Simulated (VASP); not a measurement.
# A VASP study of HfN (PBE + D3(BJ)): structure first, properties next, part 3 of 4

Wanted: the relaxed cell of HfN and its properties. The start is a cell from a database of measured crystal structures.

VASP 6.6.1; PBE with D3(BJ); plane waves and PAW (Hf_pv, N).

Still holding for the runs below: This run has no spin polarisation. Its electron count is odd, so without a moment it is a metal by construction.

So far. Step 4 (Single point with fields (PBE + D3(BJ))): In this run the pressure is 0.02 GPa, small enough to go on. Step 5 (Band structure (PBE + D3(BJ))): There is no gap at this level. The relaxed cell has a = 4.505 Å (conventional setting).

**6. Density of states (PBE + D3(BJ))**

Here the states are counted by energy and projected on the atoms. The mesh is finer than in the run before.

INCAR reads:

```
SYSTEM = HfN
PREC = Accurate
ENCUT = 520
EDIFF = 1E-06
NELM = 100
ISMEAR = -5
SIGMA = 0.05
LREAL = .FALSE.
ALGO = Normal
GGA = PE
IVDW = 12
NBANDS = 19
LASPH = .TRUE.
LORBIT = 11
LWAVE = .FALSE.
LCHARG = .FALSE.
KPAR = 2
NEDOS = 2001
```

POSCAR reads:

```
HfN
1.0
    0.0000000000      2.2525383117      2.2525383117
    2.2525383117      0.0000000000      2.2525383117
    2.2525383117      2.2525383117      0.0000000000
Hf N
1 1
Direct
    0.0000000000      0.0000000000      0.0000000000
    0.5000000000      0.5000000000      0.5000000000
```

KPOINTS reads:

```
Automatic mesh
0
Gamma
11 11 11
0 0 0
```

The projector-augmented-wave data sets are Hf_pv and N (PBE family, release 64).

Command:

```console
$ mpirun -np 2 vasp_std
```

Log:

```text
[... set-up lines as in an earlier step ...]
 entering main loop
       N       E                     dE             d eps       ncg     rms          rms(c)
DAV:   1     0.431846392180E+02    0.43185E+02   -0.71618E+03  2144   0.743E+02
DAV:   2    -0.228631650768E+02   -0.66048E+02   -0.62239E+02  2593   0.211E+02
DAV:   3    -0.247464945608E+02   -0.18833E+01   -0.18680E+01  2456   0.274E+01
DAV:   4    -0.247511002503E+02   -0.46057E-02   -0.46063E-02  2449   0.152E+00
DAV:   5    -0.247511094511E+02   -0.92009E-05   -0.92010E-05  2459   0.652E-02    0.499E+01
DAV:   6    -0.218522843739E+02    0.28988E+01   -0.61321E+00  2335   0.163E+01    0.426E+01
DAV:   7    -0.217758789288E+02    0.76405E-01   -0.38321E-01  2307   0.447E+00    0.267E+01
DAV:   8    -0.217532427796E+02    0.22636E-01   -0.82532E-02  2281   0.213E+00    0.544E+00
DAV:   9    -0.217487478469E+02    0.44949E-02   -0.94782E-03  2338   0.701E-01    0.202E+00
DAV:  10    -0.217486160034E+02    0.13184E-03   -0.63992E-04  2341   0.211E-01    0.487E-01
DAV:  11    -0.217486115907E+02    0.44127E-05   -0.39189E-05  2349   0.563E-02    0.903E-02
DAV:  12    -0.217486147254E+02   -0.31347E-05   -0.59029E-06  2382   0.162E-02    0.156E-02
DAV:  13    -0.217486140706E+02    0.65481E-06   -0.12956E-07  1214   0.295E-03
   1 F= -.22527980E+02 E0= -.22527980E+02  d E =0.000000E+00
 -----------------------------------------------------------------------------
|                                                                             |
|           W    W    AA    RRRRR   N    N  II  N    N   GGGG   !!!           |
|           W    W   A  A   R    R  NN   N  II  NN   N  G    G  !!!           |
|           W    W  A    A  R    R  N N  N  II  N N  N  G       !!!           |
|           W WW W  AAAAAA  RRRRR   N  N N  II  N  N N  G  GGG   !            |
|           WW  WW  A    A  R   R   N   NN  II  N   NN  G    G                |
|           W    W  A    A  R    R  N    N  II  N    N   GGGG   !!!           |
|                                                                             |
|     Tetrahedron method does not include variations of the Fermi             |
|     occupations, so forces and stress will be inaccurate. We suggest        |
|     using a different smearing scheme ISMEAR = 1 or 2 for metals in         |
|     relaxations.                                                            |
|                                                                             |
 -----------------------------------------------------------------------------
```

Run time: 10 s. Hardware: 2 MPI ranks of Intel Xeon Platinum 8259CL at 2.50GHz (Skylake/Cascade Lake), shared host; peak memory 0.3 GiB; 15 s of CPU time.

OUTCAR, selected parts (step 6):

```text
   k-points           NKPTS =     56   k-points in BZ     NKDIM =     56   number of bands    NBANDS=     19

   NELECT =      15.0000    total number of electrons

 E-fermi :   8.5123

 k-point     1 :       0.0000    0.0000    0.0000
  band No.  band energies     occupation
    ...
      6       5.4252      2.00000
      7       5.4252      2.00000
      8       8.1102      2.00000
      9       8.1102      2.33818
     10       8.1102      2.33818
     11      10.3416      0.00000
     12      10.4511      0.00000
     13      10.4511      0.00000
     14      18.0471      0.00000
     15      20.7177      0.00000
    ...

 Edisp (eV)   -0.77937

  Total      -0.03089    -0.03089    -0.03089    -0.00000    -0.00000    -0.00000
  in kB      -2.16498    -2.16498    -2.16498    -0.00000    -0.00000    -0.00000
  external pressure =       -2.16 kB  Pullay stress =        0.00 kB

 POSITION                                       TOTAL-FORCE (eV/Angst)
 -----------------------------------------------------------------------------------
      0.00000      0.00000      0.00000         0.000000      0.000000      0.000000
      2.25254      2.25254      2.25254        -0.000000     -0.000000     -0.000000
 -----------------------------------------------------------------------------------
    total drift:                                0.000000     -0.000000     -0.000000

  FREE ENERGIE OF THE ION-ELECTRON SYSTEM (eV)
  ---------------------------------------------------
  free  energy   TOTEN  =       -22.5279802043 eV

  energy  without entropy=      -22.5279802043  energy(sigma->0) =      -22.52798020

[... 6 parts as in an earlier step ...]

[... 10 further parts left out ...]
```

With tetrahedra the forces and stress of a metal are not exact derivatives of the energy.

This step gave:

| Item | Value |
| --- | --- |
| SCF cycles | 13 |
| irreducible k-points | 56 |
| free energy (TOTEN) | -22.53 eV |
| Fermi energy | 8.512 eV |
| pressure | -0.2165 GPa |
| DOS at the Fermi level | 0.6432 states/eV/cell |

The density of states has structure finer than the step of the table below, so its rows give means over 1 eV, whole bins alone (the curve runs from -12.0 to 7.90 eV). Peaks (eV: height): total -5.6: 4.5, 3.6: 2.07; Hf d -5.6: 0.832, 3.6: 1.43, 5.0: 1.31; N p -5.6: 1.79; Hf p -5.6: 0.753, 5.4: 0.182; Hf s -7.7: 0.129, 5.1: 0.0647, 6.5: 0.0442.

States under -12.0 eV and over 7.9 eV are left out. Table of density of states by energy, zero at the Fermi level; means over each step; values in states/eV/cell:

| energy (eV) | total | Hf d | N p | Hf p | Hf s | N s |
| --- | --- | --- | --- | --- | --- | --- |
| -10 | 0 | 0 | 0 | 0 | 0 | 0 |
| -9 | 0.0568 | 0.00902 | 0.0157 | 9.5e-4 | 0.00974 | 3.5e-4 |
| -8 | 0.589 | 0.0931 | 0.179 | 0.0232 | 0.0832 | 0.00559 |
| -7 | 0.895 | 0.136 | 0.305 | 0.0684 | 0.0925 | 0.00969 |
| -6 | 2.17 | 0.474 | 0.873 | 0.242 | 0.0252 | 0.00753 |
| -5 | 1.77 | 0.359 | 0.736 | 0.202 | 0.00661 | 0.00441 |
| -4 | 0.501 | 0.0719 | 0.241 | 0.0467 | 0.00166 | 9.9e-4 |
| -3 | 0.0924 | 0.0333 | 0.0249 | 0.00423 | 2.8e-4 | 1.2e-4 |
| -2 | 0.231 | 0.111 | 0.0384 | 0.00379 | 0.00121 | 4.8e-4 |
| -1 | 0.396 | 0.206 | 0.0569 | 0.00265 | 0.00279 | 0.00143 |
| 0 | 0.632 | 0.342 | 0.0853 | 0.00442 | 0.00566 | 0.00385 |
| 1 | 0.729 | 0.413 | 0.0898 | 0.0104 | 0.00660 | 0.00553 |
| 2 | 0.784 | 0.481 | 0.0814 | 0.0136 | 0.0120 | 0.0122 |
| 3 | 1.55 | 0.990 | 0.176 | 0.0231 | 0.0325 | 0.0342 |
| 4 | 1.76 | 1.21 | 0.159 | 0.0342 | 0.0424 | 0.0462 |
| 5 | 1.70 | 1.12 | 0.126 | 0.101 | 0.0574 | 0.0751 |
| 6 | 1.21 | 0.684 | 0.100 | 0.142 | 0.0397 | 0.0973 |
| 7 | 0.738 | 0.421 | 0.110 | 0.0884 | 0.0279 | 0.0199 |

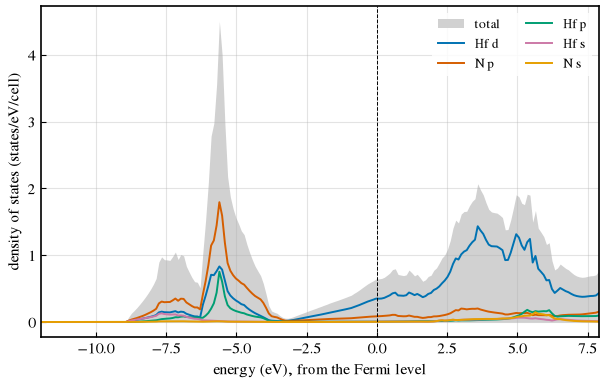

Density of states, plotted against energy.

The finer mesh and the other smearing move the Fermi level by -0.23 eV from the 7×7×7 run, one measure of the sampling error in the zero of the bands above. Of the states within 0.3 eV of the Fermi level, the largest shares in the PAW spheres are Hf d 54 % and N p 13 %. The rest lies in smaller channels or between the spheres.

**7. Zone-centre phonons (PBE + D3(BJ))**

Zone-centre modes test whether the atoms sit at a minimum within this cell. IBRION = 6 takes the force constants from differences of forces between displaced cells, so the forces must be tight.

INCAR reads:

```
SYSTEM = HfN
PREC = Accurate
ENCUT = 520
EDIFF = 1E-08
NELM = 100
ISMEAR = 1
SIGMA = 0.2
LREAL = .FALSE.
ALGO = Normal
GGA = PE
IVDW = 12
NBANDS = 13
LASPH = .TRUE.
LORBIT = 11
LWAVE = .FALSE.
LCHARG = .FALSE.
KPAR = 2
IBRION = 6
NFREE = 2
POTIM = 0.015
ISIF = 2
NSW = 1
```

POSCAR is that of step 6.

KPOINTS reads:

```
Automatic mesh
0
Gamma
15 15 15
0 0 0
```

Command:

```console
$ mpirun -np 2 vasp_std
```

Log:

```text
[... set-up lines as in an earlier step ...]
 entering main loop
       N       E                     dE             d eps       ncg     rms          rms(c)
DAV:   1     0.380346537061E+02    0.38035E+02   -0.79281E+03  3128   0.109E+03
DAV:   2    -0.226510370691E+02   -0.60686E+02   -0.56961E+02  4156   0.242E+02
DAV:   3    -0.247447504428E+02   -0.20937E+01   -0.20844E+01  3678   0.374E+01
DAV:   4    -0.247541320225E+02   -0.93816E-02   -0.93766E-02  3495   0.288E+00
DAV:   5    -0.247542051273E+02   -0.73105E-04   -0.73104E-04  3630   0.213E-01    0.499E+01
DAV:   6    -0.218341248943E+02    0.29201E+01   -0.93473E+00  3583   0.239E+01    0.420E+01
DAV:   7    -0.217750907734E+02    0.59034E-01   -0.55771E-01  3355   0.650E+00    0.268E+01
DAV:   8    -0.217574737322E+02    0.17617E-01   -0.11620E-01  3655   0.299E+00    0.644E+00
DAV:   9    -0.217499465921E+02    0.75271E-02   -0.29741E-02  3595   0.131E+00    0.194E+00
DAV:  10    -0.217495928228E+02    0.35377E-03   -0.21918E-03  3733   0.431E-01    0.186E-01
DAV:  11    -0.217495683676E+02    0.24455E-04   -0.10917E-04  3516   0.109E-01    0.600E-02
DAV:  12    -0.217495672467E+02    0.11208E-05   -0.10717E-05  3882   0.274E-02    0.492E-03
DAV:  13    -0.217495670943E+02    0.15245E-06   -0.34388E-07  3695   0.598E-03    0.772E-03
DAV:  14    -0.217495670336E+02    0.60693E-07   -0.27256E-08  3585   0.164E-03    0.408E-03
DAV:  15    -0.217495670602E+02   -0.26626E-07   -0.11781E-08  2047   0.101E-03    0.613E-04
DAV:  16    -0.217495670636E+02   -0.33863E-08   -0.19230E-09  1585   0.485E-04
   1 F= -.22528933E+02 E0= -.22528943E+02  d E =0.297750E-04
 Found     2 degrees of freedom:
 Finite differences POTIM= 0.01500 DOF=   2
 bond charge predicted
       N       E                     dE             d eps       ncg     rms          rms(c)
DAV:   1    -0.217463949638E+02    0.31721E-02   -0.61508E-01  7588   0.736E+00    0.497E-01
DAV:   2    -0.217481794911E+02   -0.17845E-02   -0.19405E-02  8628   0.125E+00    0.230E-01
DAV:   3    -0.217481890761E+02   -0.95850E-05   -0.79868E-05  8738   0.911E-02    0.858E-02
DAV:   4    -0.217481913527E+02   -0.22767E-05   -0.54487E-06  8823   0.214E-02    0.163E-02
DAV:   5    -0.217481915399E+02   -0.18720E-06   -0.35233E-07  8478   0.623E-03    0.443E-03
DAV:   6    -0.217481915227E+02    0.17183E-07   -0.55802E-08  9008   0.230E-03    0.751E-04
DAV:   7    -0.217481915223E+02    0.46612E-09   -0.11260E-08  6317   0.881E-04
   2 F= -.22527559E+02 E0= -.22527569E+02  d E =0.328021E-04
[...]
3 F= -.22527559E+02 E0= -.22527569E+02  d E =0.327969E-04
[...]
4 F= -.22527558E+02 E0= -.22527568E+02  d E =0.328022E-04
 Finite differences progress:
  Degree of freedom:   2/  2
  Displacement:        1/  2
  Total:               3/  4
 bond charge predicted
       N       E                     dE             d eps       ncg     rms          rms(c)
DAV:   1    -0.217483193449E+02   -0.12882E-03   -0.26180E+00  7553   0.109E+01    0.978E-01
DAV:   2    -0.217486704752E+02   -0.35113E-03   -0.17066E-02  9193   0.100E+00    0.504E-01
DAV:   3    -0.217481887372E+02    0.48174E-03   -0.85192E-04  8003   0.266E-01    0.174E-01
DAV:   4    -0.217481922399E+02   -0.35027E-05   -0.21235E-04  9298   0.110E-01    0.444E-02
DAV:   5    -0.217481909893E+02    0.12505E-05   -0.66760E-06  8553   0.233E-02    0.136E-02
DAV:   6    -0.217481905440E+02    0.44534E-06   -0.94271E-07  8616   0.933E-03    0.389E-03
DAV:   7    -0.217481905317E+02    0.12338E-07   -0.18200E-07  8953   0.351E-03    0.813E-04
DAV:   8    -0.217481905291E+02    0.26114E-08   -0.43368E-09  4018   0.650E-04
   5 F= -.22527558E+02 E0= -.22527568E+02  d E =0.327964E-04
 Finite differences progress:
  Degree of freedom:   2/  2
  Displacement:        2/  2
  Total:               4/  4
```

Wall time 79 s (2 MPI ranks); peak memory 0.54 GiB; 2.2 min of CPU time.

OUTCAR, selected parts (step 7):

```text
   k-points           NKPTS =    120   k-points in BZ     NKDIM =    120   number of bands    NBANDS=     13

   NELECT =      15.0000    total number of electrons

 Edisp (eV)   -0.77937

 E-fermi :   8.4748

 k-point     1 :       0.0000    0.0000    0.0000
  band No.  band energies     occupation
    ...
      6       5.4173      2.00000
      7       5.4177      2.00000
      8       8.1116      2.02763
      9       8.1158      2.02924
     10       8.1158      2.02924
     11      10.3397     -0.00000
     12      10.4527     -0.00000
     13      10.4576     -0.00000

 Edisp (eV)   -0.77937

  Total      -0.02077    -0.03341    -0.03341     0.00000     0.00000     0.00000
  in kB      -1.45574    -2.34190    -2.34190     0.00000     0.00000     0.00000
  external pressure =       -2.05 kB  Pullay stress =        0.00 kB

 POSITION                                       TOTAL-FORCE (eV/Angst)
 -----------------------------------------------------------------------------------
      0.00000      0.00000      0.00000        -0.183374      0.000000      0.000000
      2.23754      2.25254      2.25254         0.183374      0.000000      0.000000
 -----------------------------------------------------------------------------------
    total drift:                                0.000063     -0.000000     -0.000000

  FREE ENERGIE OF THE ION-ELECTRON SYSTEM (eV)
  ---------------------------------------------------
  free  energy   TOTEN  =       -22.5275575658 eV

  energy  without entropy=      -22.5275903622  energy(sigma->0) =      -22.52756850

 Eigenvectors and eigenvalues of the dynamical matrix
 ----------------------------------------------------

   1 f  =   15.169617 THz    95.313514 2PiTHz  506.003954 cm-1    62.736466 meV
             X         Y         Z           dx          dy          dz
      0.000000  0.000000  0.000000     0.269659   -0.000000   -0.000000
      2.252538  2.252538  2.252538    -0.962956    0.000000    0.000000

   2 f  =   15.169617 THz    95.313514 2PiTHz  506.003954 cm-1    62.736466 meV
             X         Y         Z           dx          dy          dz
      0.000000  0.000000  0.000000     0.000000    0.000000   -0.269659
      2.252538  2.252538  2.252538     0.000000    0.000000    0.962956

   3 f  =   15.169617 THz    95.313514 2PiTHz  506.003954 cm-1    62.736466 meV
             X         Y         Z           dx          dy          dz
      0.000000  0.000000  0.000000    -0.000000   -0.269659   -0.000000
      2.252538  2.252538  2.252538     0.000000    0.962956   -0.000000

   4 f/i=    0.000586 THz     0.003683 2PiTHz    0.019553 cm-1     0.002424 meV
             X         Y         Z           dx          dy          dz
      0.000000  0.000000  0.000000     0.915626    0.298082   -0.007747
      2.252538  2.252538  2.252538     0.256405    0.083473   -0.002169

   5 f/i=    0.000586 THz     0.003683 2PiTHz    0.019553 cm-1     0.002424 meV
             X         Y         Z           dx          dy          dz
      0.000000  0.000000  0.000000    -0.298180    0.915408   -0.020029
      2.252538  2.252538  2.252538    -0.083500    0.256344   -0.005609

   6 f/i=    0.000586 THz     0.003683 2PiTHz    0.019553 cm-1     0.002424 meV
             X         Y         Z           dx          dy          dz
      0.000000  0.000000  0.000000     0.001165    0.021444    0.962716
      2.252538  2.252538  2.252538     0.000326    0.006005    0.269592

 ELASTIC MODULI CONTR FROM IONIC RELAXATION (kBar)
 Direction    XX          YY          ZZ          XY          YZ          ZX
 --------------------------------------------------------------------------------
 XX           0.0000      0.0000      0.0000      0.0000      0.0000      0.0000
 YY           0.0000      0.0000      0.0000      0.0000      0.0000      0.0000
 ZZ           0.0000      0.0000      0.0000      0.0000      0.0000      0.0000
 XY           0.0000      0.0000      0.0000      0.0000      0.0000      0.0000
 YZ           0.0000      0.0000      0.0000      0.0000      0.0000      0.0000
 ZX           0.0000      0.0000      0.0000      0.0000      0.0000      0.0000
 --------------------------------------------------------------------------------

[... 6 parts as in an earlier step ...]

[... 10 further parts left out ...]
```

The last energy, forces, stress and levels in OUTCAR belong to the last displaced cell, not to the cell of POSCAR.

Numbers from this step:

| Property | Result |
| --- | --- |
| bands | 13 |
| irreducible k-points | 120 |
| pressure of the cell | -0.2365 GPa |
| largest force of the cell | 0 eV/Å |

The modes at Γ (shares of kinetic energy by element, %):

| mode | frequency (cm⁻¹) | symmetry | Hf % | N % |
| --- | --- | --- | --- | --- |
| 1 | 0.0 | acoustic | 93 | 7 |
| 2 | 0.0 | acoustic | 93 | 7 |
| 3 | 0.0 | acoustic | 93 | 7 |
| 4 | 506.0 | T1u | 7 | 93 |
| 5 | 506.0 | T1u | 7 | 93 |
| 6 | 506.0 | T1u | 7 | 93 |

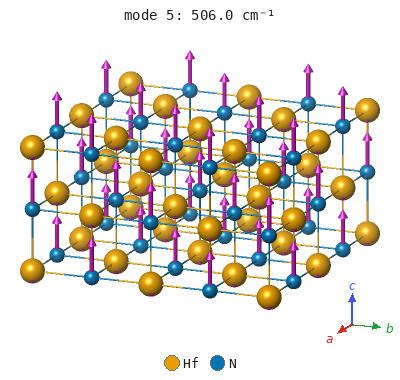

Displacement patterns of mode 5 at Γ; arrows are exaggerated. 2×2×1 conventional cells are drawn. Some periodic images of atoms are drawn too.

The three acoustic modes come out at zero, and all others are real. By the characters of their eigenvectors the optical modes sort into (cm⁻¹) infrared active: T1u 506.

[end of part 3 of 4]

[Lines on the potential files, build, host, timing and source positions are cut from VASP's logs without a mark.]

[Logs are printed without paths, hosts, clocks, repeated set-up lines and the standing remarks that a program may print on its own settings, such as how far it seeks lower states.]

[Hosts, paths, dates, database ids (printed as entryN), source tags and the programs' standing remarks are cut or masked in the printed files.]

[A measured line is paired with the nearest computed mode of its activity, which favours agreement.]
